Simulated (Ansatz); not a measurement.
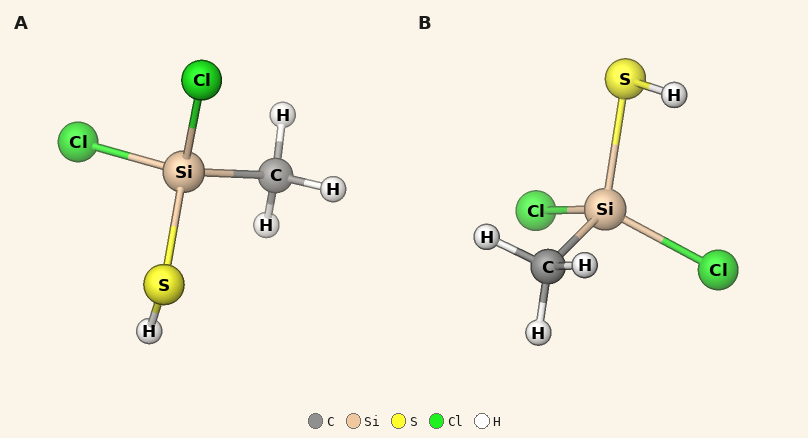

Depth is shown by fading: the farther an atom, the more it takes the colour of the background. Computed geometry: PBE0-D4/def2-TZVP optimisation.

### Can A be turned into B by a rotation alone?

No. They are mirror images that no rotation superimposes: the geometry of CH4Cl2SSi is chiral (C1), and the handedness lies in its shape, not in a labelled carbon stereocentre. Their energies are equal.
